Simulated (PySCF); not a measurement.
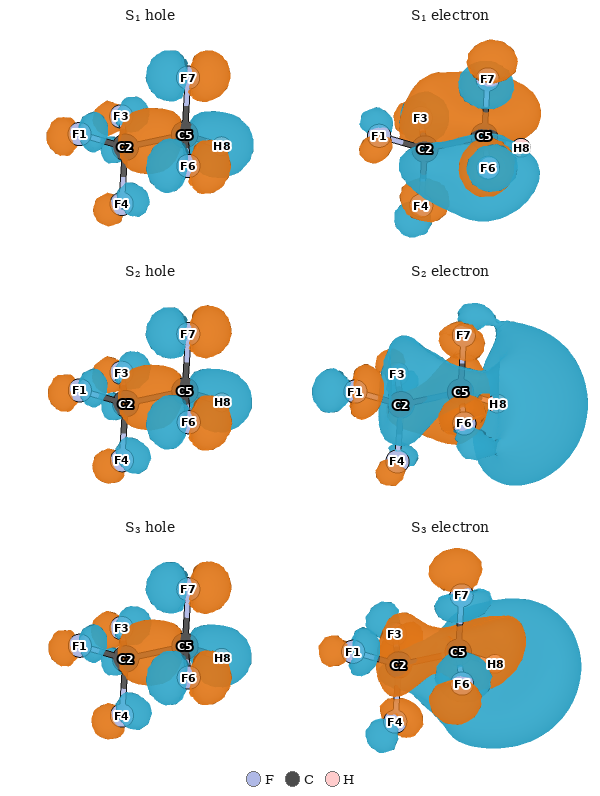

Figure 1: C₂HF₅, SMILES `FC(F)(F)C(F)F`. Leading natural transition orbitals (TDA singlet states).

Computed with PySCF, CAM-B3LYP/cc-pVDZ, geometry: GFN2-xTB. No frequency check shows the geometry to be a minimum. Without diffuse functions Rydberg states are missing, so the states' numbers hold for this basis only.

Cartesian coordinates (Å):

```
F1       0.7764    0.0007    1.3123
C2       0.6175    0.0000   -0.0034
F3       1.2340   -1.0760   -0.4958
F4       1.2345    1.0752   -0.4969
C5      -0.8724   -0.0007   -0.4281
F6      -1.4838    1.0854    0.0683
F7      -1.4844   -1.0844    0.0693
H8      -0.9610   -0.0043   -1.5261
```

> Describe these excited states.

By state:
- S₁: 10.64 eV (116 nm), f = 0.004; the leading pair carries 98 %; hole on F6 and F7 (20 % each), C5 (20 %) and C2 (13 %), electron on C5 (32 %), C2 (17 %) and F6 and F7 (14 % each); their centroids lie 0.3 Å apart.
- S₂: 10.77 eV (115 nm), f = 0.139 (bright); the leading pair carries 98 %; hole on F6 and F7 (21 % each), C5 (18 %) and C2 (13 %), electron on H8 (37 %), C5 (29 %) and C2 (11 %); their centroids lie 0.8 Å apart.
- S₃: 11.81 eV (105 nm), f = 0.025; the leading pair carries 96 %; hole on F6 and F7 (21 % each), C5 (18 %) and C2 (13 %), electron on H8 (30 %), C5 (26 %) and C2 (12 %); their centroids lie 0.8 Å apart.
